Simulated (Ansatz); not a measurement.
## Electronic structure of F₆P (SMILES F[P-](F)(F)(F)(F)F) (charge −1) in real space

```xyz
7

F    -0.1516   -0.9831    1.3047
F    -1.6312    0.0196   -0.1748
F     0.0892   -1.3134   -0.9793
F     1.6312   -0.0196    0.1748
F    -0.0892    1.3134    0.9793
F     0.1516    0.9831   -1.3047
P     0.0000    0.0000    0.0000
```

Geometry: PBE0-D4/def2-SVPD.

All numbers below come from isolated molecule in a Gaussian basis; Kohn-Sham density functional theory, functional PBE0 (Ansatz 0.2.0).

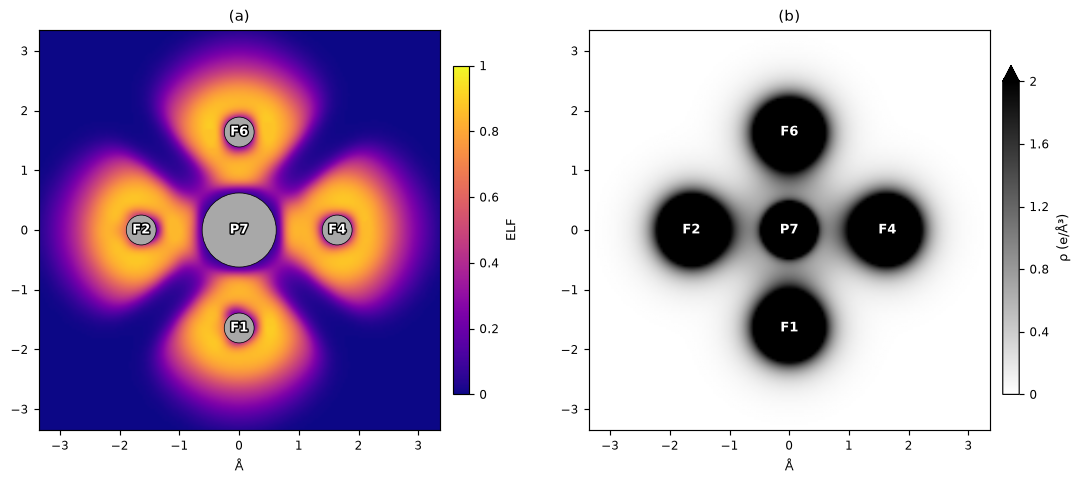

Figure 1. (a) ELF; (b) total electron density on the plane of atoms F1, P7 and F4. Grey discs cover the atomic cores in the ELF map.

What does the map show?

- The section cuts through F and P sites.
- P–F (1.64 Å): the density is about 1.2 e/Å³ at the midpoint; the ELF peaks at about 0.85 between the atoms, as expected for a polar covalent bond.
- The ELF also peaks beside F1, F2, F4 and F6, away from the bonds: lone-pair regions.

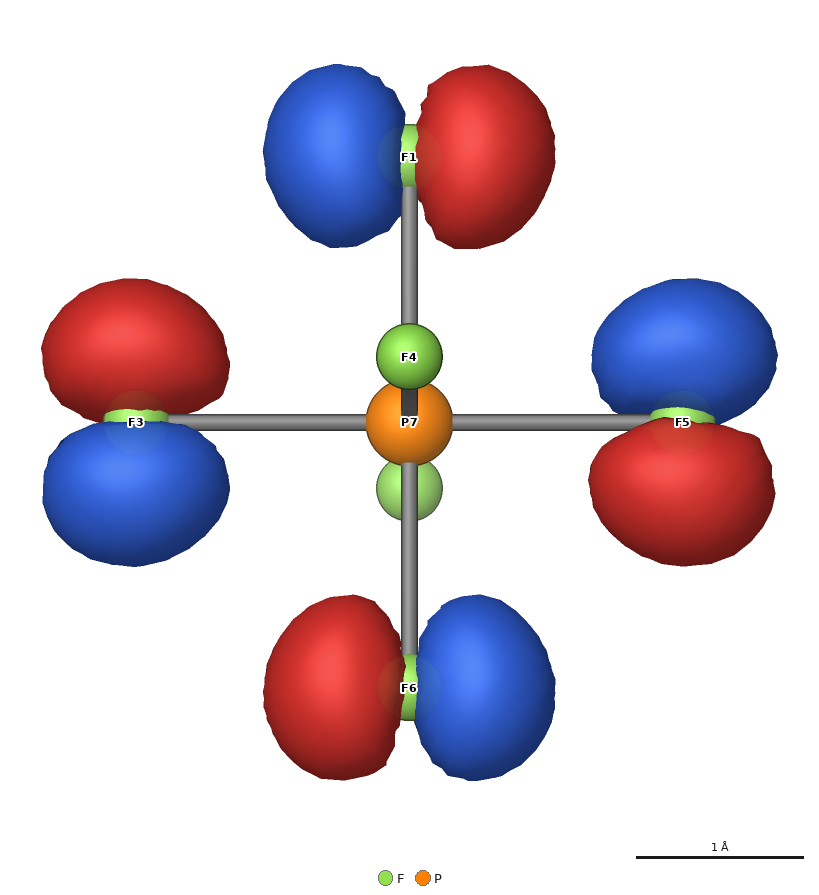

Figure 2. The HOMO at ±0.2 Å⁻³ᐟ² (red and blue are the two phases), seen from one side.

Where does this orbital lie, and at what energy?

By Hirshfeld shares it lies mainly on F1 (about 25 %), F3 (about 25 %), F6 (about 25 %) and F5 (about 25 %); it is gerade (even under inversion); largely a combination of lone pairs on F1, F3, F6 and F5. It is one of a degenerate set, so its orientation is arbitrary. Its energy is −5.77 eV.
